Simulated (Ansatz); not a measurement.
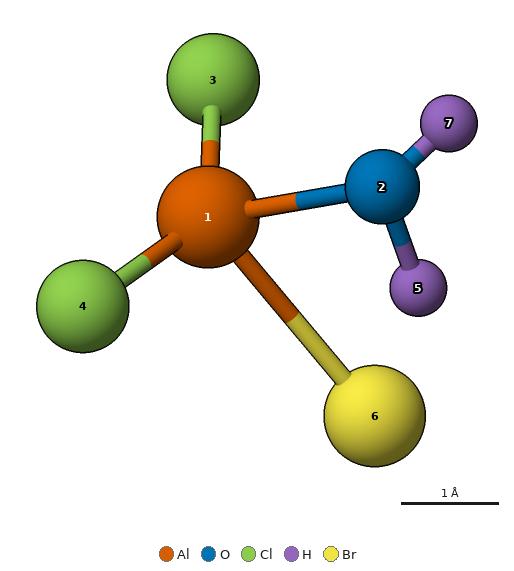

The starting structure (ball-and-stick view, seen at a tilt; atoms are numbered from 1 in the order of the input). Sticks mark near contacts. Bond lengths as drawn: Al–Br 2.81 Å, Al–Cl 2.01 to 2.02 Å, Al–O 2.18 Å and H–O 0.96 to 1.27 Å.

Run report: AlH2BrCl2O, geometry relaxation

System: AlH2BrCl2O.
Method: RKS B3LYP-D4/def2-SVP (Ansatz 0.2.0).

The input holds or restrains some coordinates. It belongs to a series of runs on one base structure; here: pulled along the bonds that form and break, towards end B. Figures and captions count atoms from 1; the log counts them from 0 in places.

**Log**
```
The last accepted step is kept in [file] (removed where the run ends without a failure and the disk answers)
Engine: ansatz 0.2.0, aarch64-unknown-linux-gnu
Functional definition: B3LYP
  parameter a0 = 0.2
  parameter ax = 0.72
  parameter ac = 0.81
  exchange = (1 - a0 - ax)*slater_x + ax*b88_x + a0*exact_x
  correlation = (1 - ac)*vwn_rpa_c + ac*lyp_c
1094 factors; integrals over basis functions are off by at most 3.2e-4 eV
mean field evaluation 1: about -103750.9063 eV, gradient 4.8e1 eV
mean field evaluation 2: about -103740.4536 eV, gradient 8.7e1 eV
mean field evaluation 4: about -103755.0921 eV, gradient 4.1e0 eV
mean field evaluation 8: about -103755.1389 eV, gradient 3.3e-2 eV
mean field -103755.13886291 eV, -3812.9310254528 hartree, gradient 1.9e-5 eV, S^2 0.000000; 0 other end points of the search recorded, 0 dependent functions left out
the calculation of the forces begins
reference -103755.13911593 eV, -3812.9310347513 hartree; 46, 46 occupied and 64, 64 virtual orbitals, 1094 factors
relax step   1: F+E_penalty+E_count = -103755.50349077 eV  Δ(F+E_penalty+E_count) = +0.000e0 eV  max|allowed force component| = 3.427e0 eV/Å  E_restraint = 28.47737241 eV  max|allowed force component, restraints' pulls added| = 2.963e1 eV/Å  Δτ_max = 0.0000 Å  (26 SCF iters, accepted)
  distance Al 0 - Br 5 = 2.8142 Å
  distance H 4 - O 1 = 1.2681 Å
  distance Al 0 - O 1 = 2.1819 Å
  distance H 4 - Br 5 = 1.9915 Å
these checks for a lower state are left out or cut short: starts, cluster_reference, orbital_swaps, neighbouring_geometries, increment
1094 factors; integrals over basis functions are off by at most 3.5e-4 eV
mean field evaluation 16: about -103754.6477 eV, gradient 1.5e1 eV
mean field -103755.40041743 eV, -3812.9406374040 hartree, gradient 6.7e-5 eV, S^2 0.000000; 0 other end points of the search recorded, 0 dependent functions left out
the calculation of the forces begins
reference -103755.40067124 eV, -3812.9406467316 hartree; 46, 46 occupied and 64, 64 virtual orbitals, 1094 factors
relax step   2: F+E_penalty+E_count = -103755.75765923 eV  Δ(F+E_penalty+E_count) = -2.542e-1 eV  max|allowed force component| = 3.627e0 eV/Å  E_restraint = 12.61738230 eV  max|allowed force component, restraints' pulls added| = 1.758e1 eV/Å  Δτ_max = 0.1949 Å  (31 SCF iters, accepted)
  distance Al 0 - Br 5 = 2.7054 Å
  distance H 4 - O 1 = 1.0930 Å
  distance Al 0 - O 1 = 2.4843 Å
  distance H 4 - Br 5 = 2.2917 Å
these checks for a lower state are left out or cut short: starts, cluster_reference, orbital_swaps, neighbouring_geometries, increment
1094 factors; integrals over basis functions are off by at most 4.2e-4 eV
mean field -103755.67614573 eV, -3812.9507702324 hartree, gradient 1.7e-5 eV, S^2 0.000000; 0 other end points of the search recorded, 0 dependent functions left out
the calculation of the forces begins
reference -103755.67640101 eV, -3812.9507796139 hartree; 46, 46 occupied and 64, 64 virtual orbitals, 1094 factors
relax step   3: F+E_penalty+E_count = -103756.03135843 eV  Δ(F+E_penalty+E_count) = -2.737e-1 eV  max|allowed force component| = 2.477e0 eV/Å  E_restraint = 3.81367872 eV  max|allowed force component, restraints' pulls added| = 9.636e0 eV/Å  Δτ_max = 0.1950 Å  (29 SCF iters, accepted)
  distance Al 0 - Br 5 = 2.5691 Å
  distance H 4 - O 1 = 0.9638 Å
  distance Al 0 - O 1 = 2.7761 Å
  distance H 4 - Br 5 = 2.5385 Å
these checks for a lower state are left out or cut short: starts, cluster_reference, orbital_swaps, neighbouring_geometries, increment
1094 factors; integrals over basis functions are off by at most 5.6e-4 eV
mean field evaluation 32: about -103755.8222 eV, gradient 1.5e-3 eV
mean field -103755.82224732 eV, -3812.9561393667 hartree, gradient 1.2e-5 eV, S^2 0.000000; 0 other end points of the search recorded, 0 dependent functions left out
the calculation of the forces begins
reference -103755.82250324 eV, -3812.9561487718 hartree; 46, 46 occupied and 64, 64 virtual orbitals, 1094 factors
relax step   4: F+E_penalty+E_count = -103756.16736704 eV  Δ(F+E_penalty+E_count) = -1.360e-1 eV  max|allowed force component| = 1.508e0 eV/Å  E_restraint = 0.16732107 eV  max|allowed force component, restraints' pulls added| = 2.544e0 eV/Å  Δτ_max = 0.1944 Å  (29 SCF iters, accepted)
  distance Al 0 - Br 5 = 2.3975 Å
  distance H 4 - O 1 = 0.9438 Å
  distance Al 0 - O 1 = 3.0770 Å
  distance H 4 - Br 5 = 2.7691 Å
these checks for a lower state are left out or cut short: starts, cluster_reference, orbital_swaps, neighbouring_geometries, increment
1094 factors; integrals over basis functions are off by at most 6.5e-4 eV
mean field -103755.93632815 eV, -3812.9603317598 hartree, gradient 9.5e-6 eV, S^2 0.000000; 0 other end points of the search recorded, 0 dependent functions left out
the calculation of the forces begins
reference -103755.93658671 eV, -3812.9603412617 hartree; 46, 46 occupied and 64, 64 virtual orbitals, 1094 factors
relax step   5: F+E_penalty+E_count = -103756.27729549 eV  Δ(F+E_penalty+E_count) = -1.099e-1 eV  max|allowed force component| = 1.221e0 eV/Å  E_restraint = 0.05752570 eV  max|allowed force component, restraints' pulls added| = 1.043e0 eV/Å  Δτ_max = 0.1861 Å  (28 SCF iters, accepted)
  distance Al 0 - Br 5 = 2.3809 Å
  distance H 4 - O 1 = 0.9608 Å
  distance Al 0 - O 1 = 3.1186 Å
  distance H 4 - Br 5 = 2.7939 Å
these checks for a lower state are left out or cut short: starts, cluster_reference, orbital_swaps, neighbouring_geometries, increment
1094 factors; integrals over basis functions are off by at most 6.3e-4 eV
mean field -103755.96319944 eV, -3812.9613192615 hartree, gradient 2.2e-5 eV, S^2 0.000000; 0 other end points of the search recorded, 0 dependent functions left out
the calculation of the forces begins
reference -103755.96345909 eV, -3812.9613288036 hartree; 46, 46 occupied and 64, 64 virtual orbitals, 1094 factors
relax step   6: F+E_penalty+E_count = -103756.29736211 eV  Δ(F+E_penalty+E_count) = -2.007e-2 eV  max|allowed force component| = 1.316e0 eV/Å  E_restraint = 0.04989651 eV  max|allowed force component, restraints' pulls added| = 2.055e0 eV/Å  Δτ_max = 0.1992 Å  (28 SCF iters, accepted)
  distance Al 0 - Br 5 = 2.3671 Å
  distance H 4 - O 1 = 0.9965 Å
  distance Al 0 - O 1 = 3.1549 Å
  distance H 4 - Br 5 = 2.8335 Å
these checks for a lower state are left out or cut short: starts, cluster_reference, orbital_swaps, neighbouring_geometries, increment
1094 factors; integrals over basis functions are off by at most 6.6e-4 eV
mean field -103755.97543014 eV, -3812.9617687315 hartree, gradient 7.1e-6 eV, S^2 0.000000; 0 other end points of the search recorded, 0 dependent functions left out
the calculation of the forces begins
reference -103755.97569124 eV, -3812.9617783268 hartree; 46, 46 occupied and 64, 64 virtual orbitals, 1094 factors
relax step   7: F+E_penalty+E_count = -103756.31101467 eV  Δ(F+E_penalty+E_count) = -1.365e-2 eV  max|allowed force component| = 1.097e0 eV/Å  E_restraint = 0.02969459 eV  max|allowed force component, restraints' pulls added| = 6.263e-1 eV/Å  Δτ_max = 0.1096 Å  (27 SCF iters, accepted)
  distance Al 0 - Br 5 = 2.3724 Å
  distance H 4 - O 1 = 0.9774 Å
  distance Al 0 - O 1 = 3.1475 Å
  distance H 4 - Br 5 = 2.8131 Å
these checks for a lower state are left out or cut short: starts, cluster_reference, orbital_swaps, neighbouring_geometries, increment
1094 factors; integrals over basis functions are off by at most 6.5e-4 eV
mean field -103755.99331430 eV, -3812.9624259623 hartree, gradient 7.4e-6 eV, S^2 0.000000; 0 other end points of the search recorded, 0 dependent functions left out
the calculation of the forces begins
reference -103755.99357370 eV, -3812.9624354952 hartree; 46, 46 occupied and 64, 64 virtual orbitals, 1094 factors
relax step   8: F+E_penalty+E_count = -103756.32842461 eV  Δ(F+E_penalty+E_count) = -1.741e-2 eV  max|allowed force component| = 1.059e0 eV/Å  E_restraint = 0.03014446 eV  max|allowed force component, restraints' pulls added| = 8.282e-2 eV/Å  Δτ_max = 0.1394 Å  (27 SCF iters, accepted)
  distance Al 0 - Br 5 = 2.3695 Å
  distance H 4 - O 1 = 0.9705 Å
  distance Al 0 - O 1 = 3.1509 Å
  distance H 4 - Br 5 = 2.8125 Å
1094 factors; integrals over basis functions are off by at most 6.5e-4 eV
mean field evaluation 64: about -103755.9842 eV, gradient 5.3e-2 eV
```

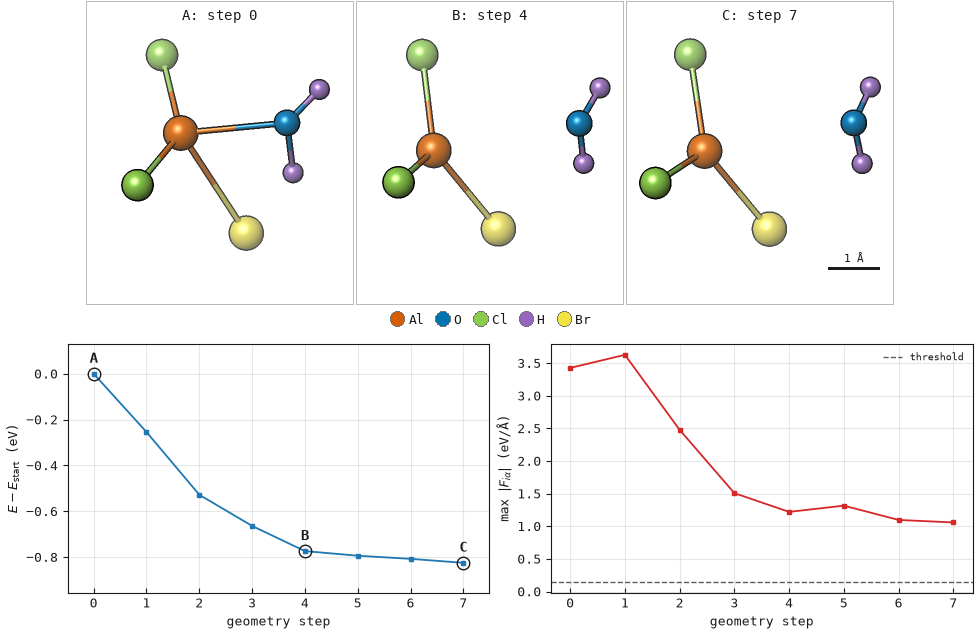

Frames of the restrained relaxation (ball-and-stick view, seen on its broad side) above the curves, on which the letters mark them (the first geometry is step 0 here and step 1 in the log).

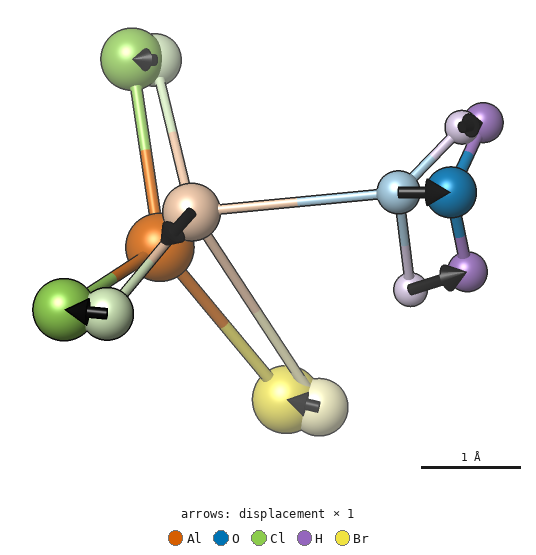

Start (faint) and end (solid) with the displacements as black arrows, at true length (ball-and-stick view, seen on its broad side). The two geometries are laid on each other by the best rigid fit. H5 moves most after the best rigid fit: 0.71 Å. Largest moves by element: H 0.71 Å, Al 0.56 Å, O 0.54 Å, Cl 0.45 Å, Br 0.34 Å. Distances before and after: Al1–O2 2.182 → 3.151 Å, Al1–Br6 2.814 → 2.370 Å, O2–H5 1.268 → 0.970 Å, Al1–Cl3 2.018 → 2.087 Å. New bonds form: O2–H5 (1.27 → 0.97 Å). Bonds break: Al1–O2 (2.18 → 3.15 Å). Among the angles that change: Cl3–Al1–Cl4 140.7° → 122.1°, Cl4–Al1–Br6 103.8° → 119.7°, Cl3–Al1–Br6 106.7° → 117.8°. The energy falls by 0.825 eV in 7 geometry steps. The largest force component goes from 3.4 to 1.1 eV/Å. (Atoms are counted from 1 in the order of the input.)

```
mean field -103755.99331430 eV, -3812.9624259623 hartree, gradient 7.4e-6 eV, S^2 0.000000; 1 other end points of the search recorded, 0 dependent functions left out
the calculation of the forces begins
reference -103755.99357370 eV, -3812.9624354952 hartree; 46, 46 occupied and 64, 64 virtual orbitals, 1094 factors
Total energy: -103756.32868402 eV, -3812.9747505721 hartree
Atom 0 at    -0.898187    -1.031449    -0.000204 Å, force     0.815384     0.665982     1.017932 eV/Å
Atom 1 at     0.883605     1.539407    -0.379862 Å, force    -0.314643    -0.439703     0.060840 eV/Å
Atom 2 at     0.275638    -2.233828    -1.238303 Å, force    -0.011933    -0.007411     0.007934 eV/Å
Atom 3 at    -2.803648    -0.409731    -0.547302 Å, force    -0.072500     0.011376    -0.008860 eV/Å
Atom 4 at     0.878644     1.511619     0.590193 Å, force     0.032217     0.048690    -0.001479 eV/Å
Atom 5 at    -0.100750    -0.586813     2.186352 Å, force    -0.438436    -0.265256    -1.058556 eV/Å
Atom 6 at     1.764599     1.210695    -0.610874 Å, force    -0.010089    -0.013678    -0.017812 eV/Å
Dipole moment:     0.316149     0.013325     0.073785 e Å
```

**Trajectory as extended XYZ (Å, eV, eV/Å), 8 frames, from step=1 to step=8**
```
7
Properties=species:S:1:pos:R:3:forces:R:3 step=1 energy=-103755.50349
Al   -0.6657   -0.6894   -0.3954    2.3542   2.4056   2.1704
O     0.5807    1.1013   -0.4233   -2.0216  -1.7525   3.4267
Cl    0.5023   -2.1652   -1.1225    0.5046  -1.0977  -0.6824
Cl   -2.5617   -0.0230   -0.4733   -1.3498   0.2415  -0.3369
H     0.5968    0.8967    0.8281    0.0422   0.2888  -2.6550
Br    0.0627   -0.3343    2.2996   -0.2112   0.1626  -1.7120
H     1.4848    1.2138   -0.7132    0.6815  -0.2483  -0.2108
7
Properties=species:S:1:pos:R:3:forces:R:3 step=2 energy=-103755.75766
Al   -0.7304   -0.8162   -0.2723    1.7831   1.7093   2.6917
O     0.6485    1.2469   -0.3900   -3.1553  -1.5798   3.6273
Cl    0.5067   -2.1791   -1.1288    0.3902  -0.7470  -0.6513
Cl   -2.5780   -0.0222   -0.4758   -1.0985   0.2174  -0.4325
H     0.6469    1.0089    0.6768    0.4957   0.8717  -2.8843
Br   -0.0140   -0.4550    2.3115   -0.4379  -0.2016  -1.9290
H     1.5202    1.2166   -0.7214    2.0228  -0.2699  -0.4219
7
Properties=species:S:1:pos:R:3:forces:R:3 step=3 energy=-103756.03136
Al   -0.7919   -0.9475   -0.1419    1.2104   1.3598   2.4775
O     0.7000    1.3828   -0.3662   -1.9947  -0.3347  -0.1701
Cl    0.5102   -2.1851   -1.1376    0.1096  -0.3831  -0.4380
Cl   -2.5884   -0.0199   -0.4827   -0.5426  -0.0394  -0.3732
H     0.7009    1.1178    0.5605    0.4459   0.0986   0.6273
Br   -0.0844   -0.5590    2.2970   -0.5000  -0.3715  -1.8732
H     1.5536    1.2107   -0.7292    1.2715  -0.3298  -0.2504
7
Properties=species:S:1:pos:R:3:forces:R:3 step=4 energy=-103756.16737
Al   -0.8429   -1.0640    0.0051    0.7284   1.0750   1.2938
O     0.7596    1.5334   -0.3872   -0.3258  -0.1523  -1.4376
Cl    0.4940   -2.1869   -1.1457   -0.2673  -0.0224  -0.0426
Cl   -2.5906   -0.0390   -0.4991    0.0212  -0.3583  -0.1620
H     0.7562    1.2473    0.5121    0.2136  -0.2453   1.5077
Br   -0.1634   -0.6824    2.2725   -0.3566  -0.3219  -1.2673
H     1.5870    1.1916   -0.7576   -0.0135   0.0252   0.1080
7
Properties=species:S:1:pos:R:3:forces:R:3 step=5 energy=-103756.27730
Al   -0.8767   -1.0820    0.0146    0.9629   0.9417   1.2206
O     0.7973    1.5145   -0.4115    0.1262  -0.5293  -0.5574
Cl    0.3376   -2.2694   -1.1794   -0.0338  -0.1792  -0.1351
Cl   -2.6488   -0.1704   -0.5440   -0.2406  -0.0897  -0.0990
H     0.7575    1.4080    0.5425    0.0957   0.0529   0.5357
Br   -0.0804   -0.6639    2.2191   -0.4641  -0.2860  -1.1075
H     1.7133    1.2632   -0.6414   -0.4463   0.0895   0.1426
7
Properties=species:S:1:pos:R:3:forces:R:3 step=6 energy=-103756.29736
Al   -0.8476   -1.0685   -0.0283    0.5995   0.7317   0.9827
O     0.8669    1.5535   -0.4008   -1.2411  -0.1018   1.3159
Cl    0.2298   -2.3849   -1.2450   -0.0673   0.0945   0.0634
Cl   -2.7259   -0.3041   -0.5289    0.0937  -0.0959  -0.0349
H     0.7842    1.5992    0.5912    0.1771  -0.0505  -1.2171
Br   -0.0537   -0.6107    2.1542   -0.3690  -0.2928  -1.0344
H     1.7461    1.2154   -0.5424    0.8071  -0.2852  -0.0755
7
Properties=species:S:1:pos:R:3:forces:R:3 step=7 energy=-103756.31101
Al   -0.8902   -1.0874   -0.0124    0.8319   0.8708   1.0972
O     0.8309    1.5255   -0.3557    0.2467  -0.4890   0.2183
Cl    0.2345   -2.3646   -1.2133   -0.0117  -0.0548  -0.0393
Cl   -2.7374   -0.3187   -0.5770   -0.0733  -0.0550  -0.0208
H     0.8805    1.5556    0.6199   -0.0430  -0.0176  -0.3606
Br   -0.0624   -0.6032    2.1575   -0.4765  -0.3505  -1.0088
H     1.7439    1.2928   -0.6190   -0.4740   0.0962   0.1142
7
Properties=species:S:1:pos:R:3:forces:R:3 step=8 energy=-103756.32842
Al   -0.8982   -1.0314   -0.0002    0.8154   0.6660   1.0179
O     0.8836    1.5394   -0.3799   -0.3146  -0.4397   0.0608
Cl    0.2756   -2.2338   -1.2383   -0.0119  -0.0074   0.0079
Cl   -2.8036   -0.4097   -0.5473   -0.0725   0.0114  -0.0089
H     0.8786    1.5116    0.5902    0.0322   0.0487  -0.0015
Br   -0.1008   -0.5868    2.1864   -0.4384  -0.2653  -1.0586
H     1.7646    1.2107   -0.6109   -0.0101  -0.0137  -0.0178
```

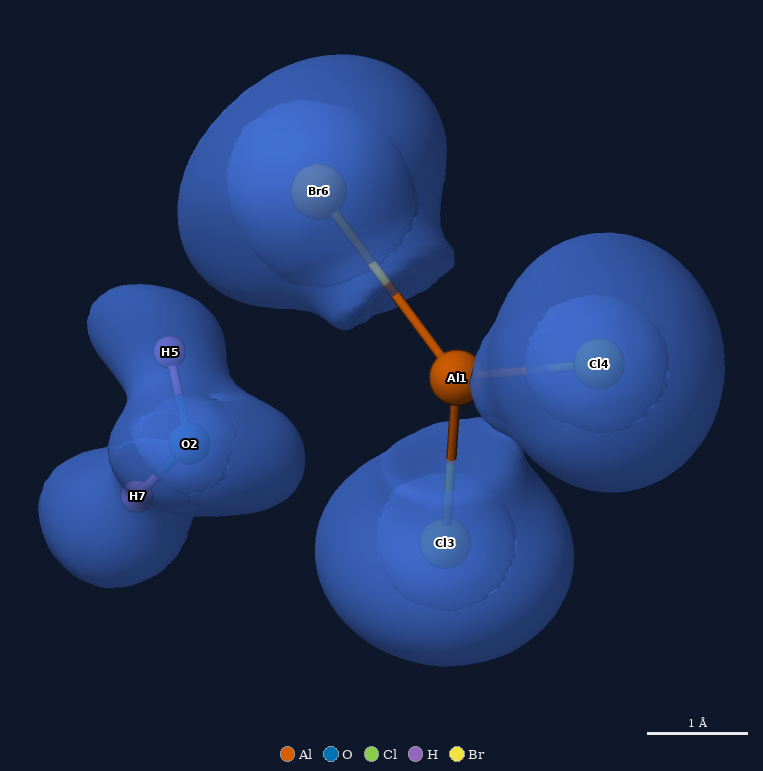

Isosurface of the ELF at 0.75 (blue), seen at a tilt. Core shells and regions of very low density are left out. Profiles from the grid: Al1···O2 (3.15 Å): the ELF is only about 0.05 between them; a non-bonded, intermolecular contact. Al–Cl (2.08 Å): the ELF peaks at about 0.90 in the valence shell of Cl, 0.9 Å from its nucleus, and is about 0.80 at the midpoint.

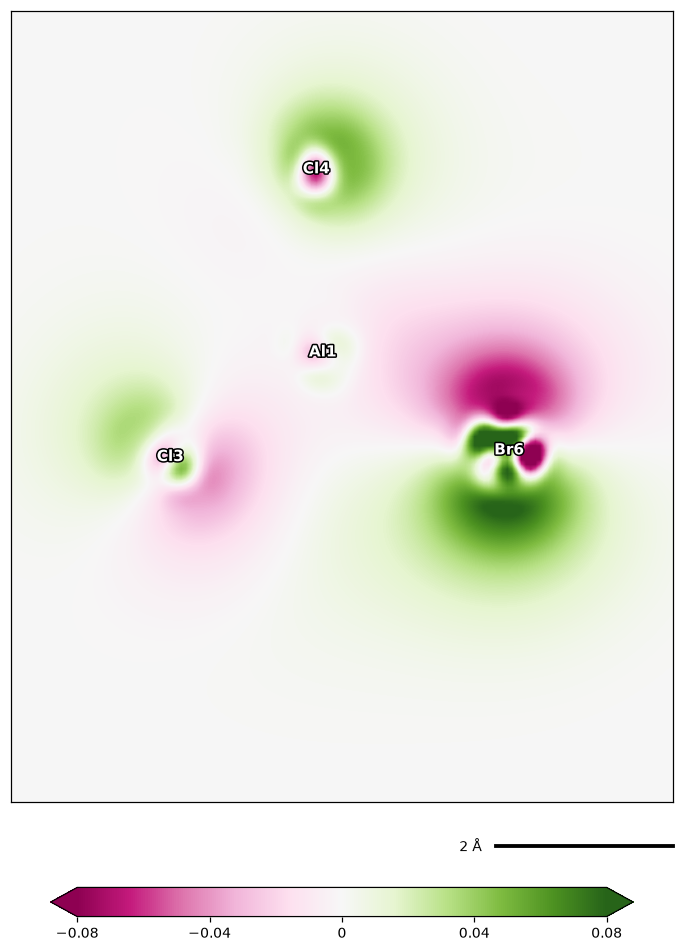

One frontier orbital on the plane of atoms Cl3, Al1 and Br6 (values in Å⁻³ᐟ²; the overall sign is arbitrary). The HOMO−1, at −8.42 eV.

The run was set up as follows.

**Input**
```yaml
crystal:
  periodic: [false, false, false]
  atoms:
    - { symbol: Al, position_ang: [-0.6657, -0.6894, -0.3954] }
    - { symbol: O, position_ang: [0.5807, 1.1013, -0.4233] }
    - { symbol: Cl, position_ang: [0.5023, -2.1652, -1.1225] }
    - { symbol: Cl, position_ang: [-2.5617, -0.023, -0.4733] }
    - { symbol: H, position_ang: [0.5968, 0.8967, 0.8281] }
    - { symbol: Br, position_ang: [0.0627, -0.3343, 2.2996] }
    - { symbol: H, position_ang: [1.4848, 1.2138, -0.7132] }
basis:
  gaussian: { orbitals: def2-SVP }
hamiltonian:
  xc: b3lyp
  dispersion: d4
relax:
  f_tol: 0.15
  max_steps: 25
  restrain:
    - { distance: [0, 5], at: 2.41, k: 30.0 }
    - { distance: [4, 1], at: 0.97, k: 30.0 }
    - { distance: [0, 1], at: 3.17, k: 30.0 }
    - { distance: [4, 5], at: 2.81, k: 30.0 }
output:
  orbitals: {}
```

Run as:
```bash
ansatz run input.yaml --threads 2 --pin off --max-ram 3072MiB --backend cpu --events-out ev --progress --plain --runs-dir out
```

**Summary**

```csv
quantity,value
outcome,converged under the restraints of the input
total energy,−103756.3287 eV
mean-field energy,−103755.9936 eV
"largest force (length of the vector) at the end, held atoms and coordinates included",1.464 eV/Å
hardware,"2 threads of Arm Neoverse V1, 24 GiB of memory available, shared host"
wall time,30 s (CPU time 59 s)
peak memory,0.28 GiB
```
